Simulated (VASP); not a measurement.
Energy against volume of Cu (fcc). Calculation: TPSS meta-GGA, VASP's PBE PAW potentials (set 64) (plane waves; VASP).

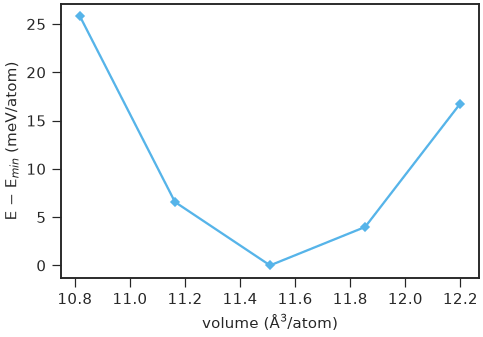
Figure. Energy against volume

Problem. Estimate the equilibrium volume and the bulk modulus.

Solution. The minimum lies near 11.5 Å³/atom, and the curvature gives B0 of about 160 GPa.

Measured: bulk modulus 144 GPa at 0 K (computed value off by +11.2 %), as given by Daniel Mejia-Rodriguez et al., Physical Review B (2018), arXiv:1807.09216 [0 K value with the zero-point phonon effect removed]; a 3.595 Å at 0 K (computed value off by -0.2 %), as given by Gábor I. Csonka et al., Physical Review B (2009), arXiv:0903.4037 [low-temperature or extrapolated to 0 K; zero-point anharmonic expansion removed].

The compound is Cu in the fcc structure. It was relaxed first.
